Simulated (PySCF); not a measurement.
# CH4BNP2: NMR shifts at several levels of theory, part 2 of 2

PySCF 2.14.0. Atoms count from 0. The steps go on from the part before.

## 10. NMR shieldings: LC-wPBE/pcSseg-2

What the job is given:

```
{"job": {"kind": "nmr", "xc": "LC-wPBE", "basis": "pcSseg-2", "pop": false}, "charge": 0, "multiplicity": 1}
N      0.398311     2.846589     0.246306
C      0.218740     1.717811     0.037066
B     -0.003930     0.216993    -0.193536
P      1.400252    -0.760423    -0.996142
P     -1.771889    -0.434656    -0.058088
H      1.276022    -2.013457    -0.337727
H      2.510108    -0.244178    -0.276592
H     -1.551036    -1.720112     0.505404
H     -2.202314     0.246183     1.111640
```

Level: GIAO LC-wPBE/pcSseg-2 NMR shielding, non-relativistic, gas phase.

Output:

```text
coarse grid: 8968 points
cycle   1  E = -802.4857253128  dE =  3.889e-01  |g| = 4.774e-01  |ddm| = 2.176e+00
cycle   2  E = -802.4623884066  dE =  2.334e-02  |g| = 6.682e-01  |ddm| = 5.888e-01
cycle   3  E = -802.5545680126  dE = -9.218e-02  |g| = 5.637e-02  |ddm| = 3.369e-01
cycle   4  E = -802.5557362384  dE = -1.168e-03  |g| = 2.195e-02  |ddm| = 9.294e-02
cycle   5  E = -802.5559187738  dE = -1.825e-04  |g| = 5.289e-03  |ddm| = 2.925e-02
cycle   6  E = -802.5559360462  dE = -1.727e-05  |g| = 2.225e-03  |ddm| = 1.118e-02
cycle   7  E = -802.5559393440  dE = -3.298e-06  |g| = 6.519e-04  |ddm| = 4.339e-03
final grid: 78752 points
cycle   8  E = -802.5769787565  dE = -8.259e-05  |g| = 7.581e-03  |ddm| = 3.445e-02
cycle   9  E = -802.5769820622  dE = -3.306e-06  |g| = 4.266e-03  |ddm| = 5.227e-03
cycle  10  E = -802.5769839232  dE = -1.861e-06  |g| = 8.330e-04  |ddm| = 2.580e-03
cycle  11  E = -802.5769840059  dE = -8.266e-08  |g| = 3.286e-04  |ddm| = 5.366e-04
cycle  12  E = -802.5769840446  dE = -3.874e-08  |g| = 7.710e-05  |ddm| = 2.713e-04
cycle  13  E = -802.5769840473  dE = -2.659e-09  |g| = 2.033e-05  |ddm| = 1.367e-04
cycle  14  E = -802.5769840563  dE = -8.982e-09  |g| = 6.966e-06  |ddm| = 5.972e-05
cycle  15  E = -802.5769840563  dE = -4.673e-11  |g| = 2.758e-06  |ddm| = 1.254e-05
converged SCF energy = -802.5769840563

GIAO shielding tensors (ppm)
atom      isotropic    diamagn.    paramagn.     s11        s22        s33       span
  0 N     -148.423     330.917    -479.340   -297.949   -246.961     99.640    397.588
  1 C       55.317     265.985    -210.669    -78.680    -69.505    314.135    392.815
  2 B        2.990     198.612    -195.622   -143.516     13.044    139.440    282.956
  3 P      461.200     966.658    -505.458    335.596    475.706    572.298    236.702
  4 P      461.246     966.747    -505.501    335.786    475.596    572.357    236.571
  5 H       27.662      29.902      -2.240     23.046     26.990     32.950      9.904
  6 H       27.574      29.378      -1.804     23.418     25.855     33.451     10.033
  7 H       27.660      29.943      -2.283     23.043     26.977     32.961      9.918
  8 H       27.568      29.456      -1.888     23.404     25.858     33.442     10.038
```

It took 62 s on 1 thread of Arm Neoverse N1, shared host; peak memory 0.96 GiB.

Key values: δ C1 133.0, N0 412.5, B2 96.0, P3 -169.3, H5 3.70 ppm (means over like atoms).

## 11. NMR shieldings: PBE0/6-31G

Settings changed since step 10:

```diff
@@ -1,2 +1,2 @@
-{"job": {"kind": "nmr", "xc": "LC-wPBE", "basis": "pcSseg-2", "pop": false}, "charge": 0, "multiplicity": 1}
+{"job": {"kind": "nmr", "xc": "PBE0", "basis": "6-31G", "pop": true}, "charge": 0, "multiplicity": 1}
 N      0.398311     2.846589     0.246306
```

With the program's defaults for keys left out, this is: GIAO PBE0/6-31G NMR shielding, non-relativistic, gas phase.

Output:

```text
coarse grid: 8968 points
cycle   1  E = -802.2823075721  dE =  4.618e-01  |g| = 2.946e-01  |ddm| = 3.093e+00
cycle   2  E = -802.2020810409  dE =  8.023e-02  |g| = 6.808e-01  |ddm| = 8.978e-01
cycle   3  E = -802.3102553342  dE = -1.082e-01  |g| = 5.604e-02  |ddm| = 5.254e-01
cycle   4  E = -802.3113770982  dE = -1.122e-03  |g| = 1.859e-02  |ddm| = 1.375e-01
cycle   5  E = -802.3114818796  dE = -1.048e-04  |g| = 1.669e-03  |ddm| = 2.991e-02
cycle   6  E = -802.3114827016  dE = -8.220e-07  |g| = 8.240e-04  |ddm| = 4.371e-03
final grid: 78752 points
cycle   7  E = -802.2559598294  dE = -7.240e-06  |g| = 5.417e-03  |ddm| = 1.992e-02
cycle   8  E = -802.2559532691  dE =  6.560e-06  |g| = 6.740e-03  |ddm| = 1.851e-02
cycle   9  E = -802.2559711334  dE = -1.786e-05  |g| = 4.564e-04  |ddm| = 1.142e-02
cycle  10  E = -802.2559711863  dE = -5.286e-08  |g| = 2.805e-04  |ddm| = 7.896e-04
cycle  11  E = -802.2559712033  dE = -1.700e-08  |g| = 6.069e-05  |ddm| = 2.248e-04
cycle  12  E = -802.2559712042  dE = -9.143e-10  |g| = 1.109e-05  |ddm| = 7.610e-05
converged SCF energy = -802.2559712042

GIAO shielding tensors (ppm)
atom      isotropic    diamagn.    paramagn.     s11        s22        s33       span
  0 N     -106.563     333.184    -439.747   -239.549   -199.691    119.551    359.100
  1 C       75.827     262.153    -186.326    -38.831    -34.055    300.367    339.198
  2 B       40.247     202.662    -162.415    -72.839     49.499    144.082    216.921
  3 P      526.016     968.293    -442.277    405.101    551.804    621.142    216.041
  4 P      526.076     968.364    -442.288    405.317    551.695    621.215    215.897
  5 H       29.129      30.104      -0.975     24.031     28.246     35.110     11.079
  6 H       28.832      29.693      -0.861     24.433     26.608     35.454     11.021
  7 H       29.127      30.146      -1.019     24.025     28.233     35.123     11.098
  8 H       28.824      29.752      -0.928     24.422     26.609     35.441     11.019
```

Wall time 8.5 s (1 thread of Arm Neoverse N1, shared host); peak memory 0.39 GiB.

Key values: δ C1 123.7, N0 367.3, B2 72.9, P3 -161.7, H5 3.63 ppm (means over like atoms).

## 12. Shielding tensors: PBE0/STO-3G

Settings changed since step 11:

```diff
@@ -1,2 +1,2 @@
-{"job": {"kind": "nmr", "xc": "PBE0", "basis": "6-31G", "pop": true}, "charge": 0, "multiplicity": 1}
+{"job": {"kind": "nmr", "xc": "PBE0", "basis": "STO-3G", "pop": true}, "charge": 0, "multiplicity": 1}
 N      0.398311     2.846589     0.246306
```

Level: GIAO PBE0/STO-3G NMR shielding, non-relativistic, gas phase.

Output:

```text
coarse grid: 8968 points
cycle   1  E = -793.1806106921  dE =  9.909e-02  |g| = 3.822e-01  |ddm| = 3.990e+00
cycle   2  E = -793.0151591409  dE =  1.655e-01  |g| = 8.787e-01  |ddm| = 1.250e+00
cycle   3  E = -793.2269249574  dE = -2.118e-01  |g| = 3.389e-02  |ddm| = 8.557e-01
cycle   4  E = -793.2274078251  dE = -4.829e-04  |g| = 1.124e-02  |ddm| = 8.049e-02
cycle   5  E = -793.2274503813  dE = -4.256e-05  |g| = 4.116e-03  |ddm| = 2.410e-02
cycle   6  E = -793.2274580246  dE = -7.643e-06  |g| = 8.652e-04  |ddm| = 9.185e-03
final grid: 78752 points
cycle   7  E = -793.2022971368  dE = -3.282e-06  |g| = 4.450e-03  |ddm| = 1.698e-02
cycle   8  E = -793.2022923251  dE =  4.812e-06  |g| = 5.846e-03  |ddm| = 1.787e-02
cycle   9  E = -793.2023053625  dE = -1.304e-05  |g| = 1.219e-03  |ddm| = 9.753e-03
cycle  10  E = -793.2023057236  dE = -3.611e-07  |g| = 2.908e-04  |ddm| = 1.355e-03
cycle  11  E = -793.2023057512  dE = -2.764e-08  |g| = 2.426e-05  |ddm| = 3.955e-04
cycle  12  E = -793.2023057514  dE = -1.792e-10  |g| = 3.957e-06  |ddm| = 3.801e-05
converged SCF energy = -793.2023057514

GIAO shielding tensors (ppm)
atom      isotropic    diamagn.    paramagn.     s11        s22        s33       span
  0 N       -6.659     321.414    -328.073   -104.854    -76.214    161.091    265.945
  1 C      130.952     266.312    -135.360     47.292     48.821    296.743    249.452
  2 B       35.030     200.983    -165.953    -98.315     47.584    155.822    254.137
  3 P      635.811     955.498    -319.686    517.627    684.295    705.511    187.884
  4 P      635.900     955.567    -319.666    517.830    684.266    705.604    187.774
  5 H       30.495      31.947      -1.452     25.330     29.363     36.791     11.461
  6 H       30.310      31.263      -0.953     25.607     28.359     36.964     11.356
  7 H       30.493      31.983      -1.490     25.328     29.350     36.802     11.473
  8 H       30.303      31.346      -1.043     25.599     28.361     36.950     11.351
```

It took 3.9 s on 1 thread of Arm Neoverse N1, shared host; peak memory 0.33 GiB.

In short: δ C1 103.7, N0 301.4, B2 93.7, P3 68.8, H5 2.20 ppm (means over like atoms).

## 13. Side by side: NMR shifts

Shifts (ppm), means over like atoms, with basis size and wall time:

```csv
run,C1,H5,N0,B2,P3,functions,time
PBE0/pcSseg-2,132.1,3.85,416.3,85.8,-151.3,250,34 s
mPW1PW91/pcSseg-2,131.9,3.82,416.3,85.9,-149.8,250,34 s
WP04/pcSseg-2,130.2,3.37,398.6,88.1,-117.6,250,35 s
B97-2/pcSseg-2,129.9,3.77,404.5,82.0,-147.7,250,35 s
BHandHLYP/pcSseg-2,128.0,3.61,420.8,91.8,-147.3,250,36 s
CAM-B3LYP/pcSseg-2,130.8,3.68,414.9,93.7,-154.3,250,48 s
wB97X-D/pcSseg-2,130.5,3.70,412.7,87.3,-160.7,250,48 s
LC-wPBE/pcSseg-2,133.0,3.70,412.5,96.0,-169.3,250,62 s
PBE0/6-31G,123.7,3.63,367.3,72.9,-161.7,61,8.5 s
PBE0/STO-3G,103.7,2.20,301.4,93.7,68.8,37,3.9 s
```

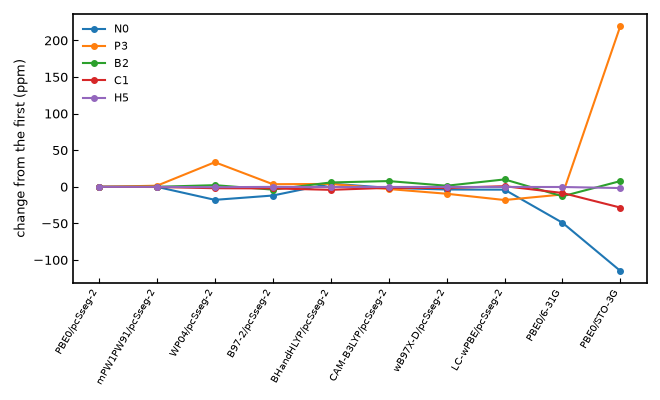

How the tabulated atoms move from run to run.

## 14. Results

This closing draws on all 2 parts.

| quantity | value |
| --- | --- |
| point group | Cs |
| rotational constants (main isotopes) | 2.68, 2.65, 1.35 GHz |
| ¹³C shifts against TMS (PBE0/pcSseg-2) | 132.1 ppm |
| ¹H shifts against TMS (PBE0/pcSseg-2, means over atoms taken as alike) | 3.85 ppm |
| ¹⁵N shifts against NH3 (PBE0/pcSseg-2) | 416.3 ppm |
| ¹¹B shifts against BF3·OEt2 (PBE0/pcSseg-2) | 85.8 ppm |
| ³¹P shifts against H3PO4 (PBE0/pcSseg-2, means over atoms taken as alike) | -151.3 ppm |
| range of the shift of N0 (minimal bases aside) | 367.3 to 420.8 ppm |
| property runs in this session | 10, of which 0 failed and 1 gave unsound results |

What this shows: Single values in the summary come from the first sound run of each kind (PBE0/pcSseg-2), which need not be the best level. The start of the PBE0/def2-SVP relaxation was shaken at random by about 0.01 Å, so part of the energy gained, and of the first lengths quoted, undoes that. Relaxing lowered the energy by 0.153 eV in 5 steps; the close pair that moved most is P3–H6, from 1.364 to 1.420 Å. Leaving out the minimal-basis runs, which are unusable for shieldings: Across the 9 runs the shift of N0 moves most, between 367.3 (PBE0/6-31G) and 420.8 ppm (BHandHLYP/pcSseg-2).
